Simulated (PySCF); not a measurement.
C4H6, SMILES `C=CC=C`.

PySCF calculation, def2-SVP basis, gas phase; geometry: GFN2-xTB. No frequency check shows the geometry to be a minimum.

Input script:

```python
import numpy as np
from pyscf import gto, scf, mcscf

mol = gto.M(atom='''
C      1.82822     0.10737     0.00000
C      0.60134    -0.40223     0.00000
C     -0.60134     0.40223     0.00000
C     -1.82822    -0.10737     0.00000
H      1.99619     1.17224     0.00000
H      2.70657    -0.51496     0.00000
H      0.45611    -1.47505     0.00000
H     -0.45611     1.47505     0.00000
H     -1.99619    -1.17224     0.00000
H     -2.70657     0.51496     0.00000
''', basis='def2-svp', charge=0, spin=0, verbose=4)
# stretch the bond between atoms 4 and 10, from long to short, fragments rigid
a, b, move = 3, 9, [9]
xyz = mol.atom_coords(unit='Angstrom')
u = xyz[b] - xyz[a]
r0 = np.linalg.norm(u)
rows, last, dm_u = [], None, None
for r in [3.0, 2.35, 1.93, 1.66, 1.44, 1.28, 1.18, 1.07, 0.98]:
    new = xyz.copy()
    new[move] += u / r0 * (r - r0)
    m = mol.set_geom_(new, unit='Angstrom', inplace=False)
    rhf = scf.RHF(m).density_fit(auxbasis='def2-universal-jkfit').run()
    uhf = scf.UHF(m).density_fit(auxbasis='def2-universal-jkfit').newton()
    if dm_u is None:
        c = rhf.mo_coeff
        h = m.nelectron // 2 - 1
        ca, cb = c.copy(), c.copy()
        ca[:, h], cb[:, h] = (c[:, h] + c[:, h + 1]) / 2**.5, (c[:, h] - c[:, h + 1]) / 2**.5
        dm_u = np.array([x[:, :h + 1] @ x[:, :h + 1].T for x in (ca, cb)])
    uhf.kernel(dm0=dm_u)
    for _ in range(3):
        c, _, stable, _ = uhf.stability(return_status=True)
        if stable:
            break
        uhf.kernel(c, uhf.mo_occ)
    dm_u = uhf.make_rdm1()
    mc = mcscf.CASSCF(rhf, 2, 2)
    mc.natorb = True
    mc.fix_spin_(ss=0)
    guess = mcscf.addons.make_natural_orbitals(uhf)[1] if last is None else mcscf.project_init_guess(mc, last.mo_coeff, last.mol)
    mc.kernel(guess)
    last = mc
    act = slice(mc.ncore, mc.ncore + mc.ncas)
    print('r %.3f  RHF %.6f  UHF %.6f  <S^2> %.3f  CASSCF %.6f  occupations' % (r, rhf.e_tot, uhf.e_tot, uhf.spin_square()[0], mc.e_tot), mc.mo_occ[act].round(4))
    rows.append((new, rhf.e_tot, uhf.e_tot, uhf.spin_square()[0], mc.e_tot, mc.mo_occ[act], mc.mo_coeff[:, act], dm_u[0] - dm_u[1], rhf.converged and uhf.converged and mc.converged))
    np.savez('result.npz', **{k: [row[i] for row in rows] for i, k in enumerate('xyz rhf uhf s2 cas occ c spin ok'.split())})
```

Launched as:

```sh
OMP_NUM_THREADS=1 python input.py
```

The run took 67 s on 1 thread of Intel(R) Xeon(R) 6975P-C (Granite Rapids), with other jobs on the host, peak memory 0.39 GiB.

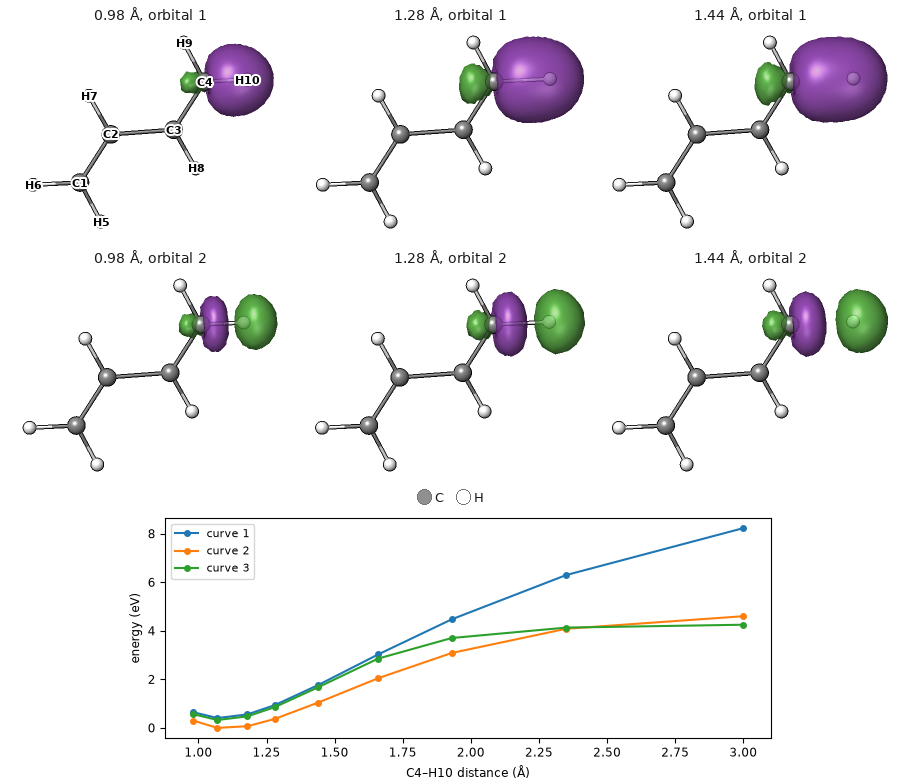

Rigid stretch of the C4–H10 bond. The two CASSCF(2,2) natural orbitals nearest half filling (orbital 1 the more occupied). Below: energies along the scan, from the lowest point of the three curves.

**How do the occupations change along the stretch?**

0.98 Å: 1.99 and 0.01; 1.28 Å: 1.97 and 0.03; 1.44 Å: 1.95 and 0.05. At the longest distance computed (3.00 Å) they are 1.28 and 0.72, and the effective number of unpaired electrons is 1.7.

UHF's ⟨S²⟩ passes 1 along the scan (up to 1.54), so it also polarises electrons outside the stretched bond; its energy lowering isn't due to that bond alone.

**Which curve is which method?**

Curve 1 is RHF. Curve 2 is CASSCF(2,2). Curve 3 is UHF. RHF rises too steeply because it keeps both electrons in one orbital and so mixes in ionic fragments.

UHF already breaks spin symmetry near equilibrium here (⟨S²⟩ = 0.37 at 1.07 Å), for reasons apart from this bond.

**How much energy does the stretch cost?**

By CASSCF, 4.6 eV from the lowest point of the scan (1.07 Å) to 3.00 Å; RHF gives 7.8 eV from its own lowest point. The fragments aren't relaxed and dynamic correlation is missing, so this isn't a bond dissociation energy.
